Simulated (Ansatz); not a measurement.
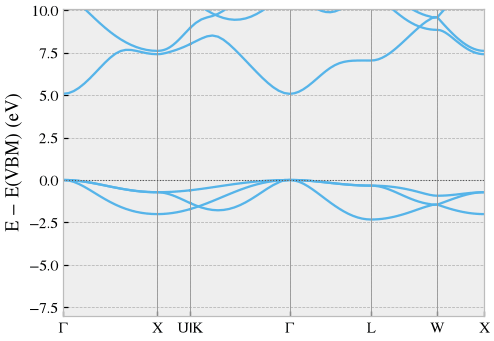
Band structure from DFT-LDA in the program Ansatz with PAW potentials

Read off the gap and where the band edges lie.

About 5.1 eV (5.07 eV by a search for the band edges); maximum at Γ, minimum at Γ.

The material is NaCl (rock salt, Fm-3m).

Symmetry was held in the LDA relaxation; phonons on a q-mesh show no instability.

Potentials: the later of the program's two PAW sets.
